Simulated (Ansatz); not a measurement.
# AlSiNH6O (SMILES O[SiH2][NH][AlH2]): levels of theory compared

Wanted: a comparison of 6 runs (B3LYP/6-31G*, CAM-B3LYP/6-31G*, HSE06/6-31G*, PBE0/6-31G*, RPA@PBE0/6-31G*, CCSD/6-31G*) of AlSiNH6O. 

The results are computed with Ansatz 0.2.0.

130 further runs of the same task are left out: 130 set aside as unsound or not needed. Runs told in other sessions of the task aren't counted.

## (1) Starting point

The species is AlSiNH6O (10 atoms), meant as a singlet with charge 0. SMILES: `O[SiH2][NH][AlH2]`. The N3–H8 distance was set to 1.317 Å, away from the relaxed value.

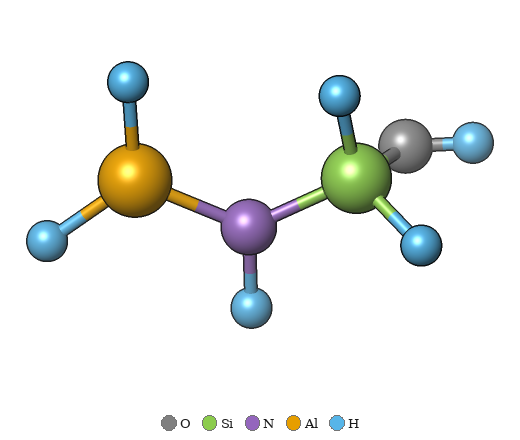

Viewed from a chosen angle; oxygen grey, silicon green, nitrogen purple, aluminium amber, hydrogen blue.

## (2) A single-point energy at B3LYP/6-31G(d) (spherical functions) (run 1)

molecule.yaml

```yaml
basis:
  gaussian: {orbitals: 6-31G_st_-spherical.json}
crystal:
  periodic: [false, false, false]
  atoms:
    - {symbol: O, position_ang: [-1.957252, -0.470114, -0.905696]}
    - {symbol: Si, position_ang: [-0.716452, 0.597586, -0.700796]}
    - {symbol: N, position_ang: [0.553448, -0.158614, 0.160404]}
    - {symbol: Al, position_ang: [1.093448, 0.128886, 1.837104]}
    - {symbol: H, position_ang: [-2.539652, -0.324214, -1.652296]}
    - {symbol: H, position_ang: [-1.140052, 1.767486, 0.111304]}
    - {symbol: H, position_ang: [-0.282652, 1.054986, -2.052396]}
    - {symbol: H, position_ang: [1.159400, -1.127800, -0.493000]}
    - {symbol: H, position_ang: [0.368548, 1.254286, 2.676004]}
    - {symbol: H, position_ang: [2.285548, -0.760514, 2.379504]}
hamiltonian: {xc: {name: B3LYP}}
accuracy: high
output: {orbitals: {seedname: orbitals}}
```

The basis set 6-31G* is read from a file made from the Basis Set Exchange's data (not shown).

Run with:

```
$ ansatz run molecule.yaml --threads 1 --pin off --max-ram 3480MiB --events-out events.jsonl --progress --plain --runs-dir runs
```

The log of the run:

```text
Warning: RAYON_NUM_THREADS=1 ignored (pool sized by the plan → 1); use --threads N
Functional definition: B3LYP
  name "B3LYP"
  parameter a0 = 0.2
  parameter ax = 0.72
  parameter ac = 0.81
  exchange = (1 - a0 - ax)*slater_x + ax*b88_x + a0*exact_x
  correlation = (1 - ac)*vwn_rpa_c + ac*lyp_c
1753 factors; integrals over basis functions are off by at most 5.2e-9 eV
mean field evaluation 1: about -18098.9694 eV, gradient 7.6e1 eV
mean field evaluation 2: about -18061.1713 eV, gradient 1.4e2 eV
mean field evaluation 4: about -18110.0022 eV, gradient 1.3e1 eV
mean field evaluation 8: about -18110.4771 eV, gradient 6.3e-1 eV
mean field evaluation 16: about -18110.4784 eV, gradient 3.0e-5 eV
mean field -18110.47837384 eV, -665.5478045156 hartree, gradient 3.6e-8 eV, S^2 0.000000; 0 other end points of the search recorded, 0 dependent functions left out
reference -18110.47842044 eV, -665.5478062279 hartree; 24, 24 occupied and 52, 52 virtual orbitals, 1753 factors
Total energy: -18110.47842044 eV, -665.5478062279 hartree
```

Run time: 6.6 s. Hardware: 1 thread of Arm Neoverse V2, shared host; peak memory 0.26 GiB.

## (3) A single-point energy at CAM-B3LYP/6-31G(d) (spherical functions) (run 2)

Edit molecule.yaml of step 2 so:

```diff
@@ -1,3 +1 @@
-basis:
-  gaussian: {orbitals: 6-31G_st_-spherical.json}
 crystal:
@@ -7,3 +5,3 @@
     - {symbol: Si, position_ang: [-0.716452, 0.597586, -0.700796]}
-    - {symbol: N, position_ang: [0.553448, -0.158614, 0.160404]}
+    - {symbol: "N", position_ang: [0.553448, -0.158614, 0.160404]}
     - {symbol: Al, position_ang: [1.093448, 0.128886, 1.837104]}
@@ -15,4 +13,10 @@
     - {symbol: H, position_ang: [2.285548, -0.760514, 2.379504]}
-hamiltonian: {xc: {name: B3LYP}}
+basis:
+  gaussian:
+    orbitals: 6-31G_st_-spherical.json
 accuracy: high
 output: {orbitals: {seedname: orbitals}}
+hamiltonian:
+  xc: {name: CAM-B3LYP}
+magnetization:
+  spin_polarized: false
```

The basis set 6-31G* is read from a file made from the Basis Set Exchange's data (not shown).

Run with:

```
$ ansatz run molecule.yaml --threads 1 --pin off --max-ram 3480MiB --events-out events.jsonl --progress --plain --runs-dir runs
```

The log of the run:

```text
Warning: RAYON_NUM_THREADS=1 ignored (pool sized by the plan → 1); use --threads N
Functional definition: CAM-B3LYP
  name "CAM-B3LYP"
  parameter alpha = 0.19
  parameter beta = 0.46
  parameter omega = 0.33/bohr
[... 1 set-up line as earlier in the session ...]
  exchange = (1 - alpha - beta)*b88_x + beta*b88_x_sr(omega) + alpha*exact_x + beta*exact_x_lr(omega)
  correlation = (1 - ac)*vwn5_c + ac*lyp_c
1753 factors; integrals over basis functions are off by at most 5.2e-9 eV
482 factors; integrals over basis functions are off by at most 2.3e-9 eV
mean field evaluation 1: about -18099.2689 eV, gradient 6.7e1 eV
mean field evaluation 2: about -18090.0212 eV, gradient 9.2e1 eV
mean field evaluation 4: about -18107.8835 eV, gradient 5.0e0 eV
mean field evaluation 8: about -18108.0871 eV, gradient 1.4e-1 eV
mean field evaluation 16: about -18108.0871 eV, gradient 1.1e-5 eV
mean field -18108.08712397 eV, -665.4599277037 hartree, gradient 4.5e-8 eV, S^2 0.000000; 0 other end points of the search recorded, 0 dependent functions left out
reference -18108.08714664 eV, -665.4599285365 hartree; 24, 24 occupied and 52, 52 virtual orbitals, 1753 factors
Total energy: -18108.08714664 eV, -665.4599285365 hartree
```

It took 7.5 s on 1 thread of Arm Neoverse V2, shared host; peak memory 0.29 GiB.

Run 3 isn't shown in full; the table further down has it.

## (4) A single-point energy at PBE0/6-31G(d) (spherical functions) (run 4)

in.yaml

```yaml
crystal:
  periodic: [false, false, false]
  atoms:
    - symbol: O
      position_ang: [-1.957252, -0.470114, -0.905696]
    - symbol: Si
      position_ang: [-0.716452, 0.597586, -0.700796]
    - symbol: "N"
      position_ang: [0.553448, -0.158614, 0.160404]
    - symbol: Al
      position_ang: [1.093448, 0.128886, 1.837104]
    - symbol: H
      position_ang: [-2.539652, -0.324214, -1.652296]
    - symbol: H
      position_ang: [-1.140052, 1.767486, 0.111304]
    - symbol: H
      position_ang: [-0.282652, 1.054986, -2.052396]
    - symbol: H
      position_ang: [1.159400, -1.127800, -0.493000]
    - symbol: H
      position_ang: [0.368548, 1.254286, 2.676004]
    - symbol: H
      position_ang: [2.285548, -0.760514, 2.379504]
basis:
  gaussian: {orbitals: 6-31G_st_-spherical.json}
hamiltonian: {xc: {name: PBE0}}
accuracy: high
output: {orbitals: {seedname: orbitals}}
```

The basis set 6-31G* is read from a file made from the Basis Set Exchange's data (not shown).

Run with:

```
$ ansatz run in.yaml --threads 1 --pin off --max-ram 3480MiB --events-out events.jsonl --progress --plain --runs-dir runs
```

The log of the run:

```text
Warning: RAYON_NUM_THREADS=1 ignored (pool sized by the plan → 1); use --threads N
Functional definition: PBE0
  name "PBE0"
  parameter a = 0.25
  parameter kappa = 0.804
  parameter beta = 0.06672455060314922
  exchange = (1 - a)*pbe_x(kappa = kappa, mu = beta*pi^2/3) + a*exact_x
  correlation = pbe_c(beta = beta)
1753 factors; integrals over basis functions are off by at most 5.2e-9 eV
mean field evaluation 1: about -18089.0775 eV, gradient 6.9e1 eV
mean field evaluation 2: about -18064.7996 eV, gradient 1.2e2 eV
mean field evaluation 4: about -18098.3063 eV, gradient 9.5e0 eV
mean field evaluation 8: about -18098.6795 eV, gradient 3.1e-1 eV
mean field evaluation 16: about -18098.6798 eV, gradient 1.5e-5 eV
mean field -18098.67977968 eV, -665.1142141774 hartree, gradient 9.5e-8 eV, S^2 0.000000; 0 other end points of the search recorded, 0 dependent functions left out
reference -18098.67978324 eV, -665.1142143082 hartree; 24, 24 occupied and 52, 52 virtual orbitals, 1753 factors
Total energy: -18098.67978324 eV, -665.1142143082 hartree
```

Run time: 6.9 s. Hardware: 1 thread of Arm Neoverse V2, shared host; peak memory 0.26 GiB.

Run 5 isn't shown in full; the table further down has it.

## (5) The energy at CCSD/6-31G(d) (spherical functions) (run 6)

job.yaml

```yaml
crystal:
  periodic: [false, false, false]
  atoms:
    - symbol: O
      position_ang: [-1.957252, -0.470114, -0.905696]
    - symbol: Si
      position_ang: [-0.716452, 0.597586, -0.700796]
    - symbol: N
      position_ang: [0.553448, -0.158614, 0.160404]
    - symbol: Al
      position_ang: [1.093448, 0.128886, 1.837104]
    - symbol: H
      position_ang: [-2.539652, -0.324214, -1.652296]
    - symbol: H
      position_ang: [-1.140052, 1.767486, 0.111304]
    - symbol: H
      position_ang: [-0.282652, 1.054986, -2.052396]
    - symbol: H
      position_ang: [1.159400, -1.127800, -0.493000]
    - symbol: H
      position_ang: [0.368548, 1.254286, 2.676004]
    - symbol: H
      position_ang: [2.285548, -0.760514, 2.379504]
basis:
  gaussian:
    orbitals: 6-31G_st_-spherical.json
correlation:
  method: ccsd
  frozen_orbitals: {Al: 5, H: 0, "N": 1, O: 1, Si: 5}
accuracy: high
scf:
  omitted_lower_state_checks: [cluster_reference, increment]
```

The basis set 6-31G* is read from a file made from the Basis Set Exchange's data (not shown).

Run with:

```
$ ansatz run job.yaml --threads 1 --pin off --max-ram 3480MiB --events-out events.jsonl --progress --plain --runs-dir runs
```

The log of the run, shortened:

```text
Warning: RAYON_NUM_THREADS=1 ignored (pool sized by the plan → 1); use --threads N
Functional definition: HF
  name "HF"
[...]
1753 factors; integrals over basis functions are off by at most 5.2e-9 eV
[...]
mean field -18059.14100538 eV, -663.6611910222 hartree, gradient 2.8e-8 eV, S^2 0.000000; 0 other end points of the search recorded, 0 dependent functions left out
12 core orbitals not correlated: weight in the atoms' cores, before any rotation towards them, 1.000 or more for the frozen orbitals, at most 0.000 for the correlated occupied ones
reference -18059.14100538 eV, -663.6611910222 hartree; 12, 12 occupied and 52, 52 virtual orbitals, 1753 factors
second order -13.04397851 eV of doubles, -0.00000000 eV of singles
cycle   1  -13.53692917 eV  change   -4.9e-1 eV  update   9.7e-2
[...]
cycle  22  -14.08879287 eV  change    1.1e-9 eV  update   1.6e-9
Total energy: -18073.22979824 eV, -664.1789446103 hartree
Checks for a lower state left out: cluster_reference, increment
```

Run time: 6.6 s. Hardware: 1 thread of Arm Neoverse V2, shared host; peak memory 0.34 GiB.

## (6) The series

| run | level | frozen core orbitals | energy (Eh) | HOMO energy (eV) | LUMO energy (eV) | HOMO–LUMO gap (eV) | wall time |
| --- | --- | --- | --- | --- | --- | --- | --- |
| 1 | B3LYP/6-31G* (spherical functions) | – | -665.547806 | -7.45 | -0.93 | 6.52 | 6.6 s |
| 2 | CAM-B3LYP/6-31G* (spherical functions) | – | -665.459929 | -9.07 | 0.20 | 9.27 | 7.5 s |
| 3 | HSE06/6-31G* (spherical functions) | – | -665.095055 | -7.32 | -1.11 | 6.21 | 7.8 s |
| 4 | PBE0/6-31G* (spherical functions) | – | -665.114214 | -7.72 | -0.74 | 6.98 | 6.9 s |
| 5 | RPA@PBE0/6-31G* (spherical functions) | 12 | -664.348109 | – | – | – | 11 s |
| 6 | CCSD/6-31G* (spherical functions) | 12 | -664.178945 | – | – | – | 6.6 s |

## (7) Summary of results

| quantity | value |
| --- | --- |
| run 6: total energy | -664.17894 Eh |
| run 6: correlation energy (12 core orbitals frozen) | -517.8 mEh |
| run 6: T1 diagnostic | 0.015 |

**Reading.** Over runs 1, 2, 3, 4 the HOMO–LUMO gap runs from 6.21 eV (HSE06/6-31G*) to 9.27 eV (CAM-B3LYP/6-31G*). Totals of different functionals can't be ranked against each other. All runs together took 46 s, the longest 11 s.
